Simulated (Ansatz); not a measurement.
## GePH$_{5}$ClF: nudged elastic band (part 2 of 2)

The same run, continued: GePH$_{5}$ClF; RKS revPBE-D4/def2-SVP (Ansatz 0.2.0). It belongs to a series of runs on one base structure; here: band between the two ends.

Geometry of the input (Å):
```
Ge 0.5095  0.0269  -0.1343
Cl 0.9900  -0.0578  1.9824
H  1.8266  0.0517  -0.9427
H  -0.5006  1.1718  -0.3726
F  -0.3092  -1.4825  -0.5308
P  -3.2447  0.2066  1.2323
H  -2.7037  -0.9329  0.5369
H  -4.0618  -0.6169  2.0874
H  -2.1548  0.2148  2.1751
```

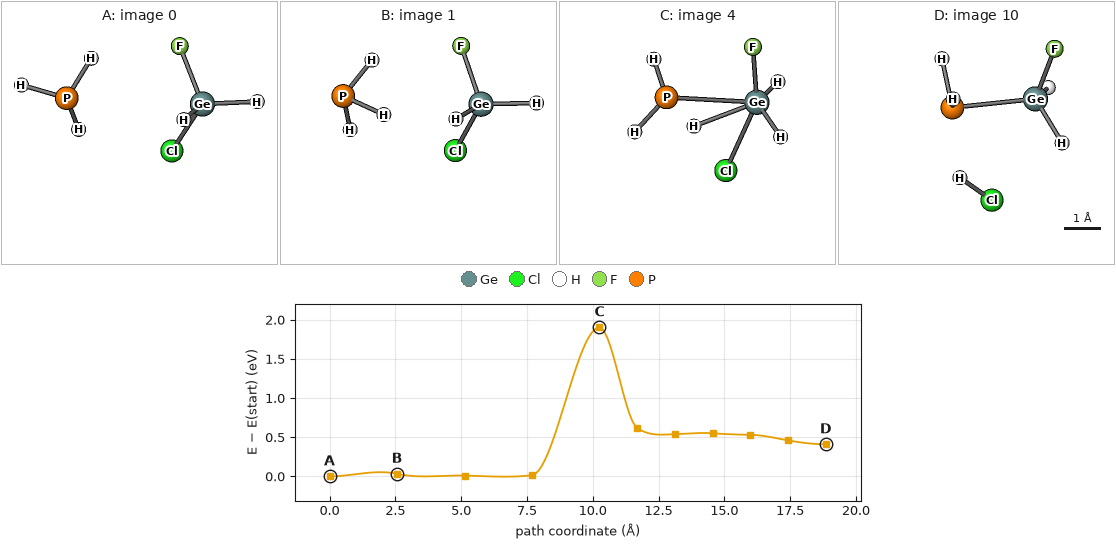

Fig. 1: Images of the last band (counted from 0; ball-and-stick, seen at a tilt) above the energy along the path; the line is a cubic interpolation that uses the forces. The highest image is number 4, 1.905 eV above the start and 1.495 eV above the end (the climbing image); the end lies 0.410 eV above the start. The path is 18.86 Å long. The band converged in 39 iterations.

```
Total energy: -81102.53014159 eV, -2980.4630094340 hartree
Atom 0 at    -0.228745     0.129747    -0.055520 Å, force    -0.000089     0.000029     0.000157 eV/Å
Atom 1 at     0.189358     0.629466     2.397994 Å, force     0.000208     0.000299     0.000185 eV/Å
Atom 2 at     0.950755    -0.853434     0.054215 Å, force    -0.000092     0.000028     0.000019 eV/Å
Atom 3 at    -0.192615     1.618837    -0.434876 Å, force     0.000003    -0.000115     0.000033 eV/Å
Atom 4 at    -1.056737    -0.642864    -1.453394 Å, force    -0.000005     0.000028    -0.000040 eV/Å
Atom 5 at    -2.676626    -0.310321     0.801680 Å, force     0.000228    -0.000032     0.000340 eV/Å
Atom 6 at    -2.538879    -1.737163     0.895577 Å, force    -0.000046     0.000073    -0.000076 eV/Å
Atom 7 at    -2.883839    -0.128504     2.219996 Å, force     0.000010     0.000062    -0.000141 eV/Å
Atom 8 at    -1.211374    -0.123965     1.608128 Å, force    -0.000217    -0.000373    -0.000476 eV/Å
Dipole moment:    -0.108015    -0.083929    -0.015679 e Å
this run last wrote the band of iteration 39 to [file]
```

**The last band as extended XYZ (Å, eV, eV/Å)**
```
9
Properties=species:S:1:pos:R:3:forces:R:3 image=0 energy=-81104.43463
Ge    0.5095    0.0269   -0.1343   -0.0055   0.0016   0.0063
Cl    0.9900   -0.0578    1.9824   -0.0001   0.0009  -0.0050
H     1.8266    0.0517   -0.9427    0.0052  -0.0005  -0.0026
H    -0.5006    1.1718   -0.3726    0.0011  -0.0014   0.0004
F    -0.3092   -1.4825   -0.5308   -0.0017   0.0003   0.0006
P    -3.2447    0.2066    1.2323    0.0044  -0.0028  -0.0010
H    -2.7037   -0.9329    0.5369    0.0010   0.0028   0.0011
H    -4.0618   -0.6169    2.0874   -0.0027  -0.0002   0.0001
H    -2.1548    0.2148    2.1751   -0.0018  -0.0008   0.0001
9
Properties=species:S:1:pos:R:3:forces:R:3 image=1 energy=-81104.40108
Ge    0.3986   -0.1189    0.0983    0.0064  -0.0071   0.0299
Cl    0.9432   -0.8905    2.0555    0.0014   0.0237  -0.0312
H     1.6744    0.2320   -0.7044    0.0141  -0.0476   0.0221
H    -0.6465    1.0000    0.2915    0.0676   0.0170  -0.0384
F    -0.4010   -1.4433   -0.7472   -0.0139   0.0360  -0.0039
P    -3.4965   -0.0332    1.3473   -0.0637  -0.0418  -0.0102
H    -2.8546   -0.9080    0.3992    0.0000   0.0139  -0.0068
H    -2.5463   -0.3578    2.3771    0.0519  -0.0161   0.0375
H    -2.7200    1.1015    0.9166   -0.0638   0.0220   0.0009
9
Properties=species:S:1:pos:R:3:forces:R:3 image=2 energy=-81104.42296
Ge    0.6201    0.0135   -0.1395   -0.0296   0.0015  -0.0082
Cl    0.4102    0.1215    2.0179    0.0143  -0.0024   0.0090
H     1.9980   -0.6015   -0.4745   -0.0021  -0.0056  -0.0028
H     0.2869    1.3948   -0.7468    0.0081   0.0061  -0.0006
F    -0.6024   -1.1142   -0.7266    0.0167   0.0133   0.0082
P    -3.6654   -0.4762    1.5557    0.0094   0.0017   0.0124
H    -2.8748   -0.5554    0.3555   -0.0050  -0.0124   0.0024
H    -2.6104   -1.0618    2.3433   -0.0193   0.0031  -0.0058
H    -3.2109    0.8610    1.8488    0.0076  -0.0052  -0.0146
9
Properties=species:S:1:pos:R:3:forces:R:3 image=3 energy=-81104.41823
Ge    0.5441    0.2289   -0.2027    0.0173   0.0128  -0.0251
Cl    0.7005    0.1732    1.9643    0.0352  -0.0077   0.0151
H     1.8430   -0.3717   -0.7790    0.0397   0.0086  -0.0438
H     0.1346    1.6531   -0.6387    0.0095  -0.0041  -0.0027
F    -0.7623   -0.8545   -0.6767    0.0163  -0.0082   0.0231
P    -3.2768   -0.3016    1.1145   -0.0260  -0.0001  -0.0067
H    -2.8216   -1.6660    1.1210   -0.0166  -0.0005   0.0089
H    -3.9407   -0.4397    2.3874   -0.0464  -0.0118   0.0116
H    -2.0696    0.1602    1.7438   -0.0288   0.0110   0.0196
9
Properties=species:S:1:pos:R:3:forces:R:3 image=4 energy=-81102.53010
Ge   -0.2287    0.1297   -0.0555   -0.0001   0.0000   0.0002
Cl    0.1894    0.6295    2.3980    0.0002   0.0003   0.0002
H     0.9508   -0.8534    0.0542   -0.0001   0.0000   0.0000
H    -0.1926    1.6188   -0.4349    0.0000  -0.0001   0.0000
F    -1.0567   -0.6429   -1.4534    0.0000   0.0000   0.0000
P    -2.6766   -0.3103    0.8017    0.0002   0.0000   0.0003
H    -2.5389   -1.7372    0.8956    0.0000   0.0001  -0.0001
H    -2.8838   -0.1285    2.2200    0.0000   0.0001  -0.0001
H    -1.2114   -0.1240    1.6081   -0.0002  -0.0004  -0.0005
9
Properties=species:S:1:pos:R:3:forces:R:3 image=5 energy=-81103.81571
Ge   -0.5919   -0.0339   -0.3425   -0.0707  -0.0080  -0.0306
Cl    0.1655    0.6696    2.8643    0.0100   0.0092   0.0850
H     0.5831   -0.8859    0.2054   -0.0677   0.0027   0.0184
H    -0.2752    1.4796   -0.4553   -0.0229  -0.0175  -0.0002
F    -0.8608   -0.6394   -1.9850    0.0269   0.0030  -0.1210
P    -2.7591   -0.4073    0.5408   -0.0141  -0.0253  -0.0578
H    -2.4677   -1.7528    0.9615    0.0165  -0.0175   0.0182
H    -2.5835    0.1373    1.8658    0.0685   0.0420  -0.0423
H    -0.8591    0.0147    2.3788    0.0534   0.0114   0.1303
9
Properties=species:S:1:pos:R:3:forces:R:3 image=6 energy=-81103.89410
Ge   -0.6931   -0.1568   -0.5452   -0.0276  -0.0088  -0.0301
Cl    0.0562    0.9306    2.9920    0.0002   0.0031  -0.0046
H     0.3866   -1.0753    0.0893    0.0041  -0.0011   0.0164
H    -0.2691    1.3360   -0.5759    0.0005   0.0073   0.0052
F    -0.7966   -0.6730   -2.2400    0.0151  -0.0066  -0.0007
P    -2.8598   -0.3870    0.3299    0.0400   0.0144  -0.0180
H    -2.5405   -1.6411    0.9669   -0.0112  -0.0051   0.0024
H    -2.4610    0.3741    1.4867   -0.0263  -0.0003   0.0472
H    -0.4713   -0.1257    3.5300    0.0052  -0.0031  -0.0177
9
Properties=species:S:1:pos:R:3:forces:R:3 image=7 energy=-81103.88289
Ge   -0.6991   -0.1905   -0.5173   -0.0191  -0.0292  -0.0137
Cl    0.3470    0.3195    2.9977    0.0074  -0.0104  -0.0026
H     0.3394   -1.2135    0.0153    0.0074  -0.0001   0.0040
H    -0.2178    1.2809   -0.3932   -0.0033   0.0016   0.0054
F    -0.8232   -0.5239   -2.2561    0.0050   0.0050  -0.0038
P    -2.8789   -0.4193    0.3265    0.0065   0.0195   0.0009
H    -2.6618   -1.7838    0.7382    0.0087   0.0017  -0.0169
H    -2.4450    0.0893    1.6038   -0.0027  -0.0095   0.0252
H    -0.6093    1.0231    3.5188   -0.0099   0.0213   0.0014
9
Properties=species:S:1:pos:R:3:forces:R:3 image=8 energy=-81103.90211
Ge   -0.6436   -0.2161   -0.3754   -0.0149   0.0089  -0.0036
Cl    0.2715    0.5504    3.0438   -0.0090   0.0035  -0.0013
H     0.3149   -1.3678    0.0374   -0.0064   0.0009   0.0028
H     0.0210    1.1814   -0.2498    0.0031   0.0031   0.0045
F    -0.9576   -0.4484   -2.1066    0.0060  -0.0030  -0.0201
P    -2.7726   -0.2552    0.6231    0.0379  -0.0113   0.0093
H    -3.0121   -1.5963    0.1519   -0.0030   0.0041   0.0037
H    -2.2118   -0.7221    1.8671   -0.0208  -0.0045   0.0076
H    -0.6584    1.4559    3.0424    0.0072  -0.0018  -0.0028
9
Properties=species:S:1:pos:R:3:forces:R:3 image=9 energy=-81103.97408
Ge   -0.5377   -0.2495   -0.2967   -0.0119  -0.0092   0.0010
Cl    0.2636    0.8529    2.9572   -0.0099   0.0135  -0.0084
H     0.5029   -1.3002    0.1704    0.0109   0.0070   0.0066
H     0.0677    1.1646   -0.4938   -0.0005   0.0003  -0.0065
F    -1.0756   -0.7618   -1.9108    0.0003  -0.0116   0.0012
P    -2.4671   -0.1719    1.0551    0.0126   0.0222   0.0314
H    -3.2811   -0.8037    0.0501   -0.0019   0.0381  -0.0144
H    -2.1589   -1.4109    1.7144    0.0077  -0.0470  -0.0022
H    -0.9625    1.2622    2.7879   -0.0073  -0.0133  -0.0088
9
Properties=species:S:1:pos:R:3:forces:R:3 image=10 energy=-81104.02510
Ge   -0.5151   -0.3223   -0.2395    0.0293   0.0041  -0.0242
Cl    0.3769    1.2910    2.9074    0.0015   0.0016  -0.0007
H     0.6719   -1.1341    0.3362   -0.0033   0.0017   0.0045
H    -0.1541    1.1320   -0.6335   -0.0048  -0.0015   0.0072
F    -0.9946   -1.1355   -1.7428   -0.0020  -0.0025   0.0046
P    -2.3325   -0.3487    1.2411   -0.0161  -0.0019   0.0176
H    -3.2985   -0.0059    0.2330   -0.0029  -0.0028   0.0001
H    -2.5417   -1.7666    1.1289   -0.0067   0.0000  -0.0074
H    -0.8609    0.8720    2.8029    0.0050   0.0013  -0.0018
```

**Results in brief**

- outcome: converged
- barrier, forward: 1.905 eV
- barrier, backward: 1.495 eV
- wall time: 8.2 min (CPU time 16 min)
- peak memory: 0.18 GiB

The order of the saddle point was not checked.
